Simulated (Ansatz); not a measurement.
**Ru (P6_3/mmc): Drude plasma energy along x against volume**

The cell of Ru (P6_3/mmc) is scaled evenly and the response computed anew at each volume, on one mesh. x, y and z are the Cartesian axes of the input cell.

Cell: a, b, c = 2.706, 2.706, 4.282 Å (primitive vectors), 2 atoms.

Method: Ansatz 0.2.0, PBE, independent particles, k-mesh 18×18×10 with interpolation inside its cells, Gaussian parameter 0.1 eV.

Launch of the response step: `ansatz run input.yaml --threads 4 --pin off --max-ram 8192MiB --backend cpu --events-out ev --progress --plain --runs-dir out`. The series took 4.6 min in all, on 4 threads of Arm Neoverse V1 (shared host).

| V/V₀ | V (Å³, primitive cell) | Drude plasma energy along x (eV) |
| --- | --- | --- |
| 0.94 | 25.52 | ? |
| 0.96 | 26.06 | 8.778 |
| 0.98 | 26.61 | 8.603 |
| 1.00 | 27.15 | 8.446 |
| 1.02 | 27.69 | 8.287 |
| 1.04 | 28.24 | 8.137 |
| 1.06 | 28.78 | 7.989 |

For small changes the quantity should be close to linear in ln V.

Working, on the rows shown:

| x = ln(V/V₀) | y = Drude plasma energy along x |
| --- | --- |
| -0.040822 | 8.778 |
| -0.0202027 | 8.603 |
| 0 | 8.446 |
| 0.0198026 | 8.287 |
| 0.0392207 | 8.137 |
| 0.0582689 | 7.989 |

Means: x̄ = 0.0093779, ȳ = 8.3733. Σ(x − x̄)(y − ȳ) = -0.05453, Σ(x − x̄)² = 0.006873. Slope = -0.05453 / 0.006873 = -7.935; intercept = ȳ − slope · x̄ = 8.4477. The line misses the rows shown by at most 0.0063 eV.

Q: Fill in the last column of the withheld row.

A: At x = -0.061875 the line gives y = 8.9387 eV. The run gave 8.962 eV, so the extrapolation is off by 0.023 eV, 2 % of the range in the table.

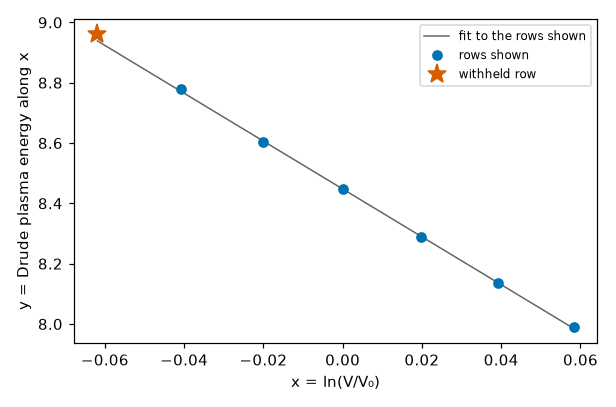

Between the rows on either side of x = 0 the slope is (8.287 − 8.603) / (0.019803 − (-0.020203)) = -7.899. So d ln ωp/d ln V = -0.94; free electrons would give −0.50. The values come from a sum over the points of one k-mesh and carry its error, which is largest for Fermi-surface quantities. Spin-orbit coupling is left out.
